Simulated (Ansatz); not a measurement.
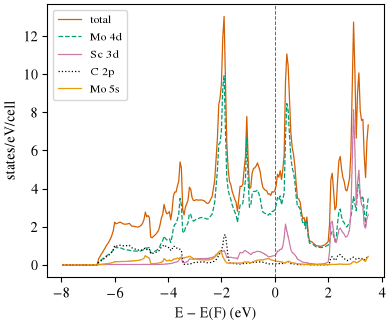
Fig. 1. Total and projected density of states of ScMo₃C (anti-perovskite, Pm-3m), PBE in the plane-wave PAW code Ansatz

Task: Which orbitals carry the states next to the Fermi level?

Result: Within 0.5 eV of the Fermi level: Mo 4d 72 %, Sc 3d 16 %. Projections are on Löwdin-orthogonalised atomic valence shells; empty p or d shells of many metals are not among them.

Task: Where is the tallest occupied peak in this window, and what makes it?

Result: Near -1.9 eV, about 13 states/eV per cell; the largest projected share is Mo 4d.

The start of the workflow was typed in or built on a structure type; neither database checked (COD, Materials Project) lists it. Whether it is the stable phase at ambient conditions was not checked. Symmetry was held in the PBE relaxation; whether a distortion lowers the energy is not shown. The run is not spin-polarised. Spin–orbit coupling is left out wherever it is not named.

Potentials: the later of the program's two PAW sets.
